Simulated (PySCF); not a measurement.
# CISD/STO-6G run of [GeH5]− (SMILES [H][Ge-]([H])([H])([H])[H])

What is the vertical ionisation energy of [GeH5]− at CISD/STO-6G? 

The calculation is run with PySCF 2.14.0.

5 further runs of the same task are left out: 5 set aside as unsound or not needed.

**1. Starting point**

[GeH5]− has 6 atoms, charge -1, and is taken as a singlet. SMILES: `[H][Ge-]([H])([H])([H])[H]`. The shape comes from GFN2-xTB, which is rough for such elements, and wasn't checked as a minimum.

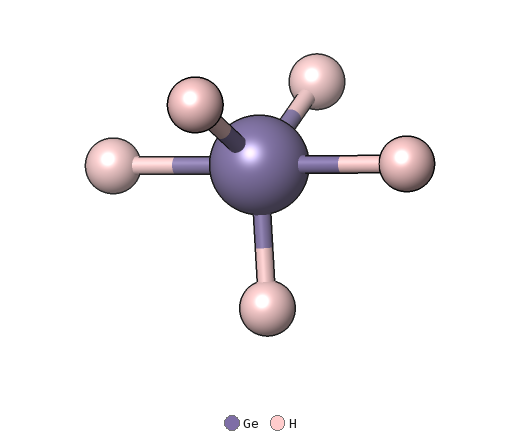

The structure, seen from a chosen angle (germanium purple, hydrogen pink).

**2. The energy at CISD/STO-6G**

calc.py

```python
from pyscf import gto, scf, ci

system = gto.Mole()
system.atom = '''
Ge     0.000321    -0.001984     0.012453
H     -0.044371    -0.010847     3.342340
H      0.041574     0.017858    -3.354018
H      2.862746     0.020768     0.029612
H     -1.449496     2.464430     0.000094
H     -1.410756    -2.490243    -0.030481
'''
system.charge = -1
system.basis = 'sto-6g'
system.verbose = 4
system.max_memory = 1860
system.unit = 'bohr'
system.build()

mf = scf.RHF(system)
mf.conv_tol = 1e-10
mf.kernel()
if not mf.converged:
    mf = mf.newton().run(mf.mo_coeff, mf.mo_occ)

cisd = ci.CISD(mf, frozen=9)
cisd.kernel()
e_tot = cisd.e_tot
print('E = %.10f Eh' % e_tot)
```

Launch:

```
$ OMP_NUM_THREADS=1 python calc.py
```

Standard output:

```text
PySCF version 2.14.0

[INPUT] num. atoms = 6
[INPUT] num. electrons = 38
[INPUT] charge = -1
[INPUT] spin (= nelec alpha-beta = 2S) = 0
[INPUT] symmetry False subgroup None
[INPUT] Mole.unit = bohr
[INPUT] Symbol           X                Y                Z      unit          X                Y                Z       unit  Magmom
[INPUT]  1 Ge     0.000169865885  -0.001049887586   0.006589843808 AA    0.000321000000  -0.001984000000   0.012453000000 Bohr   0.0
[INPUT]  2 H     -0.023480122026  -0.005739985207   1.768690159146 AA   -0.044371000000  -0.010847000000   3.342340000000 Bohr   0.0
[INPUT]  3 H      0.022000013367   0.009450046633  -1.774869890615 AA    0.041574000000   0.017858000000  -3.354018000000 Bohr   0.0
[INPUT]  4 H      1.514899943852   0.010989952316   0.015669995570 AA    2.862746000000   0.020768000000   0.029612000000 Bohr   0.0
[INPUT]  5 H     -0.767040250520   1.304120193908   0.000049742658 AA   -1.449496000000   2.464430000000   0.000094000000 Bohr   0.0
[INPUT]  6 H     -0.746539925369  -1.317779845253  -0.016129850566 AA   -1.410756000000  -2.490243000000  -0.030481000000 Bohr   0.0

nuclear repulsion = 54.7797137018146
number of shells = 13
number of NR pGTOs = 138
number of NR cGTOs = 23
basis = sto-6g
ecp = {}

******** <class 'pyscf.scf.hf.RHF'> ********
method = RHF
initial guess = minao
damping factor = 0
level_shift factor = 0
DIIS = <class 'pyscf.scf.diis.CDIIS'>
diis_start_cycle = 1
diis_space = 8
diis_damp = 0
SCF conv_tol = 1e-10
SCF conv_tol_grad = None
SCF max_cycles = 50
direct_scf = True
direct_scf_tol = 1e-13
Set gradient conv threshold to 1e-05
Initial guess from minao.
init E= -2064.42892141351
  HOMO = -0.279905847275482  LUMO = 0.175334299232045  gap/eV = 12.38772
cycle= 1 E= -2066.85080065985  delta_E= -2.42  |g|= 0.418  |ddm|= 2.53
  HOMO = 0.115762199526434  LUMO = 0.815651061246576  gap/eV = 19.04495
cycle= 2 E= -2066.91566645669  delta_E= -0.0649  |g|= 0.0254  |ddm|= 0.719
  HOMO = 0.0864731354557814  LUMO = 0.79262159240845  gap/eV = 19.21528
cycle= 3 E= -2066.91590133839  delta_E= -0.000235  |g|= 0.00519  |ddm|= 0.0444
  HOMO = 0.0854018092481355  LUMO = 0.792803794849366  gap/eV = 19.24939
cycle= 4 E= -2066.91591613058  delta_E= -1.48e-05  |g|= 0.00085  |ddm|= 0.0126
  HOMO = 0.0854782228243379  LUMO = 0.792853157596226  gap/eV = 19.24865
cycle= 5 E= -2066.91591661292  delta_E= -4.82e-07  |g|= 0.000104  |ddm|= 0.00243
  HOMO = 0.0854788070416319  LUMO = 0.792836963121186  gap/eV = 19.24820
cycle= 6 E= -2066.91591661949  delta_E= -6.57e-09  |g|= 8.35e-06  |ddm|= 0.000286
  HOMO = 0.0854770117597663  LUMO = 0.792835505302709  gap/eV = 19.24821
cycle= 7 E= -2066.91591661953  delta_E= -4e-11  |g|= 6.86e-07  |ddm|= 2.05e-05
  HOMO = 0.0854769743764995  LUMO = 0.792835634164581  gap/eV = 19.24821
Extra cycle  E= -2066.91591661953  delta_E= -2.27e-12  |g|= 2.15e-07  |ddm|= 1.49e-06
converged SCF energy = -2066.91591661953

******** <class 'pyscf.ci.cisd.RCISD'> ********
CISD nocc = 10, nmo = 14
frozen orbitals 9
max_cycle = 50
direct = 0
conv_tol = 1e-09
max_cycle = 50
max_space = 12
lindep = 0
nroots = 1
Init t2, MP2 energy = -0.0501564859571204
RCISD converged
E(RCISD) = -2066.986893683988  E_corr = -0.07097706445649329
E = -2066.9868936840 Eh
```

It took 1.1 s on 1 thread of Arm Neoverse V1, shared host; peak memory 0.1 GiB.

**3. Doublet neutral GeH5**

calc.py

```python
from pyscf import gto, scf, ci

mol = gto.M(
    atom='''
Ge       0.000170      -0.001050       0.006590
H       -0.023480      -0.005740       1.768690
H        0.022000       0.009450      -1.774870
H        1.514900       0.010990       0.015670
H       -0.767040       1.304120       0.000050
H       -0.746540      -1.317780      -0.016130
''',
    basis='sto-6g',
    verbose=3,
    spin=1,
    max_memory=1860,
    charge=0,
)

mf = scf.UHF(mol)
mf.conv_tol = 1e-10
mf.kernel()
if not mf.converged:
    mf = mf.newton().run(mf.mo_coeff, mf.mo_occ)

cisd = ci.CISD(mf, frozen=9)
cisd.kernel()
e_final = cisd.e_tot
print(f'total energy: {e_final:.8f} hartree')
```

Launch:

```
$ OMP_NUM_THREADS=1 python calc.py
```

Standard output:

```text
converged SCF energy = -2067.03086053474  <S^2> = 0.85424264  2S+1 = 2.101659
E(UCISD) = -2067.107602085111  E_corr = -0.0767415503746392
total energy: -2067.10760209 hartree
```

Run time: 1.2 s. Hardware: 1 thread of Arm Neoverse V1, shared host; peak memory 0.1 GiB.

**4. Summary of results**

At CISD/STO-6G, 9 core orbitals frozen:

| quantity | value |
| --- | --- |
| singlet [GeH5]−: total energy | -2066.98689 Eh |
| singlet [GeH5]−: HOMO energy (Hartree–Fock orbitals) | 2.33 eV |
| singlet [GeH5]−: LUMO energy (Hartree–Fock orbitals) | 21.57 eV |
| singlet [GeH5]−: HOMO–LUMO gap (to an unbound level, set by the basis) | 19.25 eV |
| singlet [GeH5]−: correlation energy (9 core orbitals frozen) | -71.0 mEh |
| doublet neutral GeH5: total energy | -2067.10760 Eh |
| doublet neutral GeH5: dipole moment (Hartree–Fock density) | 0.11 D |
| doublet neutral GeH5: HOMO energy (Hartree–Fock orbitals) (highest over α and β) | -8.73 eV |
| doublet neutral GeH5: LUMO energy (Hartree–Fock orbitals) (lowest over α and β) | 3.85 eV |
| doublet neutral GeH5: correlation energy (9 core orbitals frozen) | -76.7 mEh |
| doublet neutral GeH5: ⟨S²⟩ of the reference determinant | 0.854 |
| vertical detachment energy (to the doublet neutral) | -3.285 eV |

What this shows: The species is unbound against losing an electron at this level, by 3.28 eV (−317 kJ/mol); missing correlation or diffuse functions can give that sign where the real anion is bound. In a minimal basis such a difference can be off by several eV, whatever the method. The HOMO (singlet [GeH5]−) lies at positive energy, 2.33 eV: the electron is unbound at this level or held by a compact basis; values depend on the basis. ⟨S²⟩ (doublet neutral GeH5) is 0.85 where a pure doublet has 0.75: the reference is spin-contaminated. Mulliken charges (doublet neutral GeH5) of the mean-field density run from -0.11 on H6 to +0.47 on Ge1.
